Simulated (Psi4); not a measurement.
**GaHCl2O (SMILES [OH][Ga]([Cl])[Cl]): MP2/def2-SVP**

Aim: the energy change on altering one bond length of GaHCl2O at MP2/def2-SVP, from 2 runs. 

The calculation is run with Psi4 1.11.

### 1 The system as given

GaHCl2O has 5 atoms, charge 0, and is taken as a singlet. SMILES: `[OH][Ga]([Cl])[Cl]`. Geometry: relaxed at PBE0-D4/def2-TZVP.

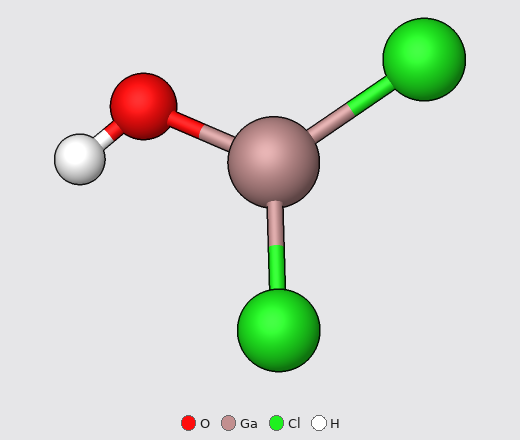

The structure, seen from a chosen angle (oxygen red, gallium pink, chlorine green, hydrogen white).

### 2 A single-point energy at MP2/def2-SVP

The input, job.dat:

```
memory 2.2 GB

molecule m {
  O
  Ga 1 r2
  Cl 2 r3 1 a3
  Cl 2 r4 1 a4 3 d4
  H 1 r5 2 a5 3 d5

  r2 = 1.764541
  r3 = 2.10925
  a3 = 118.78964
  r4 = 2.123422
  a4 = 120.6351
  d4 = 179.99113
  r5 = 0.96102
  a5 = 112.91861
  d5 = 179.95048
  symmetry c1
  no_reorient
  no_com
}

set globals {
  puream          true
  e_convergence   1e-09
  d_convergence   1e-08
  scf_type        pk
  num_frozen_docc 20
  mp2_type        conv
}

energy_value, wavefunction = energy("mp2/def2-SVP", return_wfn=True)
print_variables()
```

Started as:

```sh
$ psi4 job.dat job.out -n 1
```

job.out:

```text
[...]
  Running in c1 symmetry.
[...]
  Nuclear repulsion =  438.684297037334090
[...]
  Multiplicity = 1
[...]
  Nalpha       = 37
  Nbeta        = 37
[...]
    Number of basis functions: 87
[...]
   @RHF iter   1: -2915.92180747421389   -3.15052e+00   2.57741e-02 DIIS/ADIIS
[...]
   @RHF iter  12: -2917.24799749787053   -8.64020e-12   5.81100e-09 DIIS
[...]
    Orbital Energies [Eh]
    ---------------------
    Doubly Occupied:
       1A   -378.857720     2A   -104.799949     3A   -104.796438
       4A    -48.224919     5A    -42.567874     6A    -42.564537
       7A    -42.563372     8A    -20.565015     9A    -10.563032
      10A    -10.559707    11A     -8.037474    12A     -8.035154
      13A     -8.034999    14A     -8.034193    15A     -8.031794
      16A     -8.031595    17A     -6.471650    18A     -4.570804
      19A     -4.567157    20A     -4.564648    21A     -1.339463
      22A     -1.285982    23A     -1.283728    24A     -1.280324
      25A     -1.278980    26A     -1.245048    27A     -1.090089
      28A     -1.075450    29A     -0.689879    30A     -0.600557
      31A     -0.540382    32A     -0.524411    33A     -0.510736
      34A     -0.483493    35A     -0.476382    36A     -0.471242
[...]
  @RHF Final Energy: -2917.24799749787053
   => Energetics <=
    Nuclear Repulsion Energy =            438.6842970373340904
    One-Electron Energy =               -4933.6995647162448222
    Two-Electron Energy =                1577.7672701810411127
    Total Energy =                      -2917.2479974978700739
[...]
 Multipole Moments:
 ------------------------------------------------------------------------------------
     Multipole            Electronic (a.u.)      Nuclear  (a.u.)        Total (a.u.)
 ------------------------------------------------------------------------------------
 L = 1.  Multiply by 2.5417464519 to convert [e a0] to [Debye]
 Dipole X            :         -0.0001508           -0.0005412           -0.0006920
 Dipole Y            :         -0.2839191            0.8561930            0.5722738
 Dipole Z            :          1.5906184           -1.8845104           -0.2938920
 Magnitude           :                                                    0.6433276
[...]
	SCS-MP2 Total Energy (a.u.)        : -2917.87033027133975
	SOS-MP2 Total Energy (a.u.)        : -2917.80617963864688
	SCSN-MP2 Total Energy (a.u.)       : -2917.58671283848798
[...]
	SOS-PI-MP2 Total Energy (a.u.)     : -2917.89920999544302
[...]
	MP2 Total Energy (a.u.)            : -2917.90560117992891
[...]
```

Run time: 9 s. Hardware: 1 thread of Intel Xeon Platinum 8259CL at 2.50GHz (Skylake/Cascade Lake), shared host; peak memory 0.43 GiB.

### 3 The distorted shape at the same level

The input, cl2gaho.py:

```python
import psi4

psi4.set_memory('2200 MB')
psi4.set_num_threads(1)
psi4.core.set_output_file('output.dat', False)

molecule = psi4.geometry("""
O
Ga 1 1.764541
Cl 2 2.10925 1 118.78964
Cl 2 2.123422 1 120.6351 3 179.99113
H 1 1.4415 2 112.91861 3 179.95047
symmetry c1
""")

options = {'puream': True, 'e_convergence': 1e-09, 'd_convergence': 1e-08, 'scf_type': 'pk', 'num_frozen_docc': 20, 'mp2_type': 'conv'}
psi4.set_options(options)

result = psi4.energy('mp2/def2-SVP', molecule=molecule)
print(f'mp2/def2-SVP energy: {result:.10f} Eh')
for k, v in sorted(psi4.core.scalar_variables().items()):
    print(f'{k:45s} {v:18.10f}')
```

Started as:

```sh
$ python cl2gaho.py
```

output.dat:

```text
[...]
  Running in c1 symmetry.
[...]
  Nuclear repulsion =  435.981382207241893
[...]
  Multiplicity = 1
[...]
  Nalpha       = 37
  Nbeta        = 37
[...]
    Number of basis functions: 87
[...]
   @RHF iter   1: -2915.76050442337373   -3.30367e+00   2.58935e-02 ADIIS/DIIS
[...]
   @RHF iter  14: -2917.14052988663161   -9.09495e-13   2.73109e-09 DIIS
[...]
    Orbital Energies [Eh]
    ---------------------
    Doubly Occupied:
       1A   -378.853530     2A   -104.796301     3A   -104.794988
       4A    -48.220788     5A    -42.563715     6A    -42.560395
       7A    -42.559234     8A    -20.591724     9A    -10.559455
      10A    -10.558261    11A     -8.033904    12A     -8.032745
      13A     -8.031598    14A     -8.031438    15A     -8.030338
      16A     -8.030147    17A     -6.467556    18A     -4.566656
      19A     -4.563048    20A     -4.560557    21A     -1.309653
      22A     -1.281872    23A     -1.279574    24A     -1.276191
      25A     -1.274867    26A     -1.202732    27A     -1.086868
      28A     -1.073133    29A     -0.619699    30A     -0.553298
      31A     -0.534225    32A     -0.516777    33A     -0.495746
      34A     -0.479885    35A     -0.472819    36A     -0.469212
[...]
  @RHF Final Energy: -2917.14052988663161
   => Energetics <=
    Nuclear Repulsion Energy =            435.9813822072418930
    One-Electron Energy =               -4928.6545714379044512
    Two-Electron Energy =                1575.5326593440308898
    Total Energy =                      -2917.1405298866316116
[...]
 Multipole Moments:
 ------------------------------------------------------------------------------------
     Multipole            Electronic (a.u.)      Nuclear  (a.u.)        Total (a.u.)
 ------------------------------------------------------------------------------------
 L = 1.  Multiply by 2.5417464519 to convert [e a0] to [Debye]
 Dipole X            :          0.0000714           -0.0009184           -0.0008470
 Dipole Y            :         -0.5733394            1.2923380            0.7189986
 Dipole Z            :          1.6705812           -2.0689123           -0.3983312
 Magnitude           :                                                    0.8219656
[...]
	SCS-MP2 Total Energy (a.u.)        : -2917.78326140054605
	SOS-MP2 Total Energy (a.u.)        : -2917.76605826450941
	SCSN-MP2 Total Energy (a.u.)       : -2917.48542320145998
[...]
	SOS-PI-MP2 Total Energy (a.u.)     : -2917.81417583203847
[...]
	MP2 Total Energy (a.u.)            : -2917.81766767262025
[...]
```

The script printed:

```text
mp2/def2-SVP energy: -2917.8176676726 Eh
CURRENT CORRELATION ENERGY                         -0.6771377860
CURRENT ENERGY                                  -2917.8176676726
CURRENT REFERENCE ENERGY                        -2917.1405298866
DD SOLVATION ENERGY                                 0.0000000000
HF KINETIC ENERGY                                2916.4873951525
HF POTENTIAL ENERGY                             -5833.6279250391
HF TOTAL ENERGY                                 -2917.1405298866
HF VIRIAL RATIO                                     2.0002239457
MP2 CORRELATION ENERGY                             -0.6771377860
MP2 DOUBLES ENERGY                                 -0.6771377860
MP2 OPPOSITE-SPIN CORRELATION ENERGY               -0.4811756753
MP2 SAME-SPIN CORRELATION ENERGY                   -0.1959621107
MP2 SINGLES ENERGY                                  0.0000000000
MP2 TOTAL ENERGY                                -2917.8176676726
NUCLEAR REPULSION ENERGY                          435.9813822072
ONE-ELECTRON ENERGY                             -4928.6545714379
PCM POLARIZATION ENERGY                             0.0000000000
PE ENERGY                                           0.0000000000
SCF ITERATION ENERGY                            -2917.1405298866
SCF ITERATIONS                                     14.0000000000
SCF TOTAL ENERGY                                -2917.1405298866
SCS(N)-MP2 CORRELATION ENERGY                      -0.3448933148
SCS(N)-MP2 TOTAL ENERGY                         -2917.4854232015
SCS-MP2 CORRELATION ENERGY                         -0.6427315139
SCS-MP2 TOTAL ENERGY                            -2917.7832614005
SCS-MP2-VDW CORRELATION ENERGY                     -0.7138859197
SCS-MP2-VDW TOTAL ENERGY                        -2917.8544158064
SOS-MP2 CORRELATION ENERGY                         -0.6255283779
SOS-MP2 TOTAL ENERGY                            -2917.7660582645
SOS-PI-MP2 CORRELATION ENERGY                      -0.6736459454
SOS-PI-MP2 TOTAL ENERGY                         -2917.8141758320
TWO-ELECTRON ENERGY                              1575.5326593440
```

Run time: 9.9 s. Hardware: 1 thread of Intel Xeon Platinum 8259CL at 2.50GHz (Skylake/Cascade Lake), shared host; peak memory 0.43 GiB.

### 4 Summary of results

Level: MP2/def2-SVP, 20 core orbitals frozen.

| quantity | value |
| --- | --- |
| first shape: total energy | -2917.90560 Eh |
| first shape: HOMO energy (Hartree–Fock orbitals) | -12.64 eV |
| first shape: LUMO energy (Hartree–Fock orbitals) | 2.07 eV |
| first shape: HOMO–LUMO gap (Hartree–Fock orbitals) | 14.70 eV |
| first shape: correlation energy (20 core orbitals frozen) | -657.6 mEh |
| distorted shape: total energy | -2917.81767 Eh |
| distorted shape: HOMO energy (Hartree–Fock orbitals) | -12.56 eV |
| distorted shape: LUMO energy (Hartree–Fock orbitals) | 1.32 eV |
| distorted shape: HOMO–LUMO gap (Hartree–Fock orbitals) | 13.89 eV |
| distorted shape: correlation energy (20 core orbitals frozen) | -677.1 mEh |
| energy change with the O1–H5 bond stretched from 0.961 to 1.442 Å | 2.393 eV |

In words: With the O1–H5 bond stretched from 0.961 to 1.442 Å the energy rises by 2.39 eV (55 kcal/mol). The first shape isn't relaxed at this level, so the change isn't measured from a minimum.
